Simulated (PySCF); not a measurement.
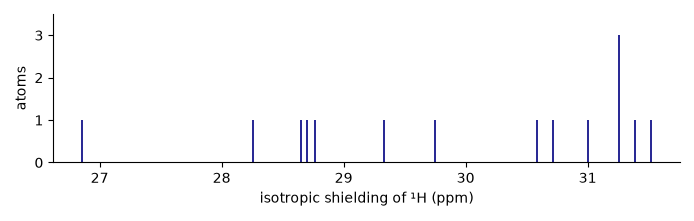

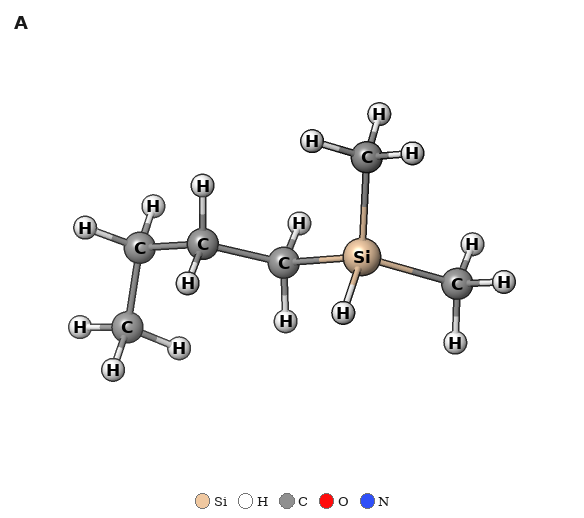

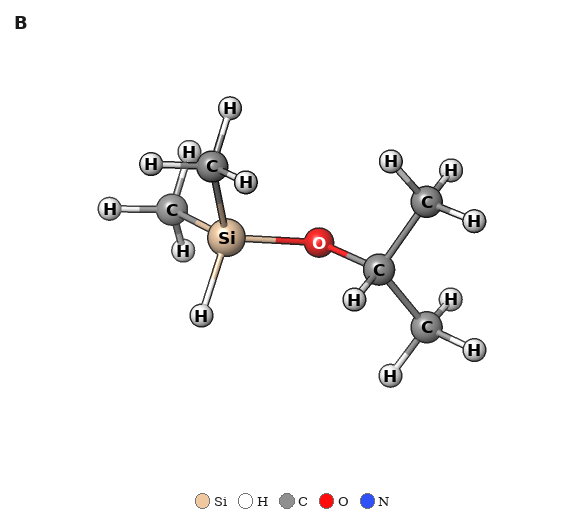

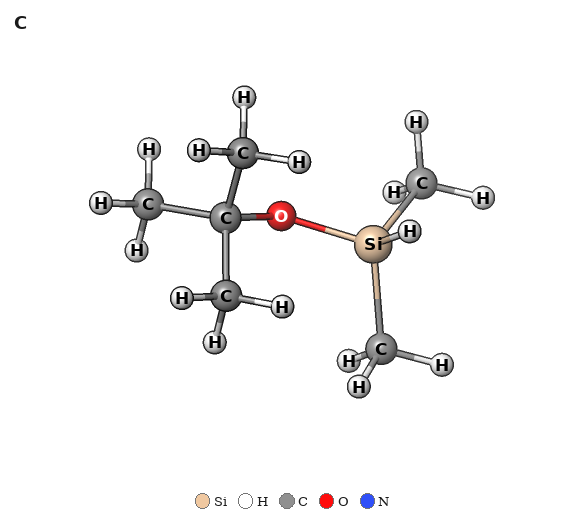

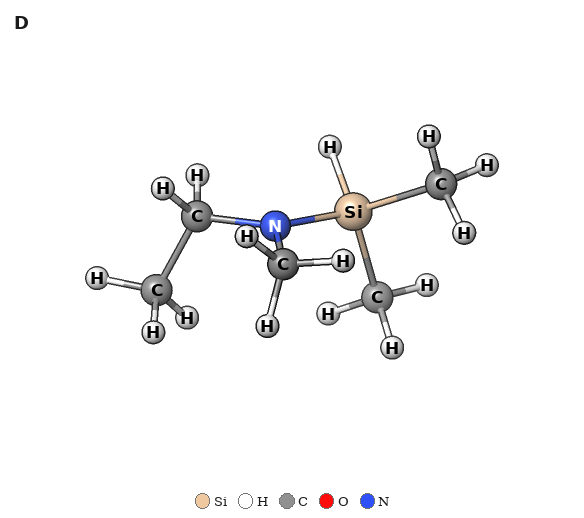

The sticks are computed shieldings of one of the molecules, for one fixed geometry (PBE0-D3(BJ)/def2-SVP) without averaging over rotations. Low shielding means a high chemical shift. Method: GIAO B3LYP/pcSseg-1 NMR shielding, non-relativistic, gas phase (PySCF 2.14.0).

### Which molecule gives this pattern?

D, `CCN(C)[SiH](C)C`. Its 15 H atoms give lines at 26.85, 28.26, 28.65, 28.70, 28.77, 29.33, 29.75, 30.59, 30.72, 31.01, 31.25 (3 atoms), 31.39, 31.52 ppm.
